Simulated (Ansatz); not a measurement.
System: HNSe₂Si (SMILES [Se]=[Si]1N[Se]1).

Input

```
crystal:
  periodic: [false, false, false]
  atoms:
    - {symbol: "N", position_ang: [0.901312, -0.932737, 0.393264]}
    - {symbol: Se, position_ang: [-1.290483, 1.892030, 1.010626]}
    - {symbol: Se, position_ang: [-0.762487, -2.099817, -0.102185]}
    - {symbol: Si, position_ang: [-0.534221, 0.004819, 0.556300]}
    - {symbol: H, position_ang: [1.357647, -1.319501, 1.222353]}
basis:
  gaussian:
    orbitals: def2-TZVPD
output: {forces: true, orbitals: {seedname: orbitals}}
hamiltonian:
  xc: {name: PBE0}
```

Run with:

```sh
ansatz run input.yaml --threads 1 --pin off --max-ram 2610MiB --events-out events.jsonl --progress --plain --runs-dir runs
```

Geometry: B3LYP/6-31G*.

Theory: isolated molecule in a Gaussian basis; Kohn-Sham density functional theory, functional PBE0 in Ansatz.

Question: Predict the electron density and electron localisation function between the atoms.

Answer: Si–N (1.72 Å): the density is about 1.1 e/Å³ at the midpoint; the ELF peaks at about 0.90 between the atoms: a shared but strongly polarised pair.
Si–Se (2.08 Å): the density is about 0.87 e/Å³ at the midpoint; the ELF peaks at about 0.80 between the atoms, as expected for a covalent bond.
Se–N (2.09 Å): ρ at the midpoint is about 0.72 e/Å³; the ELF peaks at about 0.75 between the atoms.
Si–Se (2.22 Å): the density is about 0.7 e/Å³ at the midpoint, with its minimum of 0.61 e/Å³ about 0.8 Å from Si; the ELF peaks at about 0.75 between the atoms.

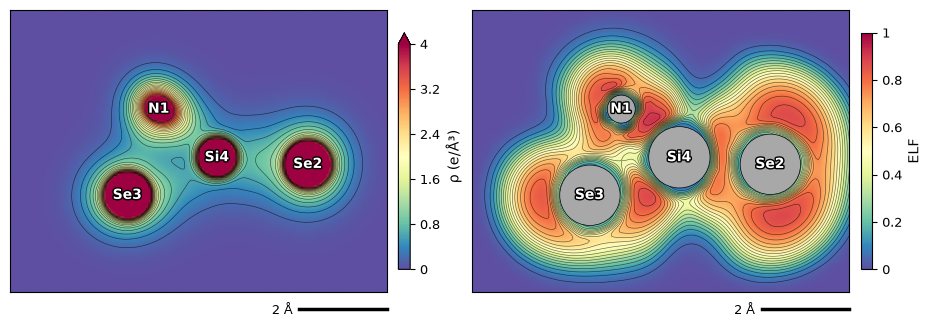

Computed electron density and electron localisation function on the plane of atoms Se3, N1 and Si4, in this order. Grey discs cover the atomic cores in the ELF map. 
